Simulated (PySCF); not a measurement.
# CH8B2N: the cost of one run

Computed with PySCF 2.14.0 and routines of our own; the level stands in each step. Atoms count from 0.

## 1. The system as given

12 atoms, charge -1, multiplicity 1; geometry from: GFN2-xTB.

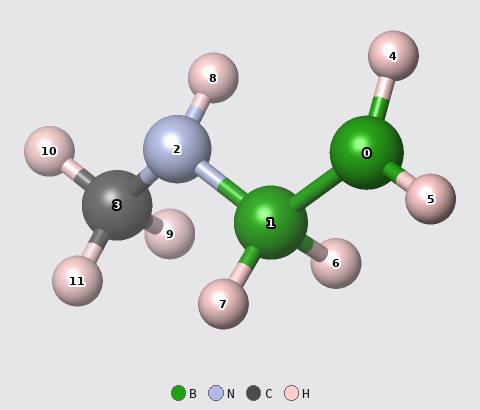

The starting geometry (boron green, nitrogen light blue, carbon dark grey, hydrogen pink).

## 2. Magnetic properties: GIAO CAM-B3LYP/aug-pcSseg-1

What the job is given:

```
{"job": {"kind": "mag", "xc": "CAM-B3LYP", "basis": "aug-pcSseg-1", "isotopologues": 4}, "charge": -1, "multiplicity": 1}
B      2.177217    -0.050131     0.271200
B      0.571392    -0.478580     0.411368
N     -0.474860     0.692753     0.338994
C     -1.821214     0.280921     0.080105
H      2.586544     0.931533    -0.282962
H      3.073201    -0.804162     0.526098
H      0.467695    -1.192970    -0.635447
H      0.240204    -1.205765     1.342610
H     -0.189624     1.349732    -0.383848
H     -1.981385    -0.249361    -0.889970
H     -2.520529     1.138639     0.092713
H     -2.127442    -0.413294     0.867832
```

With the program's defaults for keys left out, this is: GIAO CAM-B3LYP/aug-pcSseg-1 magnetisability, rotational g tensor and spin-rotation constants, non-relativistic, gas phase.

Command:

```bash
OMP_NUM_THREADS=1 python excited_run.py task.json out
```

This one command runs all jobs of the session in turn.

Q: Estimate the wall time and peak memory of this first job on 1 thread of Arm Neoverse V1, shared host.

About 21 s, with a peak of 0.75 GiB.
